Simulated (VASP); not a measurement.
Band structure of AlN (zinc blende). These are PBE GGA, VASP's PBE PAW potentials (set 64) (plane waves; VASP 6.6.1) values and carry that method's errors.

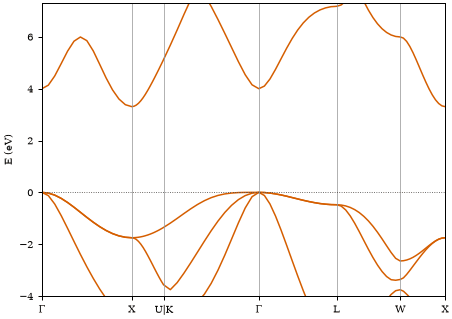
*Bands along high-symmetry lines, zero at the valence-band maximum or, without a gap, the Fermi level*

Problem. Read the plot: is there a gap, and where are the band edges?

Solution. The gap is indirect, 3.31 eV, from the valence maximum at Γ to the conduction minimum at X. (Edges off the drawn lines would not show.)

Measured: gap 5.34 eV (computed value off by -2.03 eV), as given by Daiki Deguchi et al., Japanese Journal of Applied Physics (2016), arXiv:1512.06930.

The compound is AlN in the zinc blende structure, a metastable form; wurtzite is the usual one. It was relaxed first.
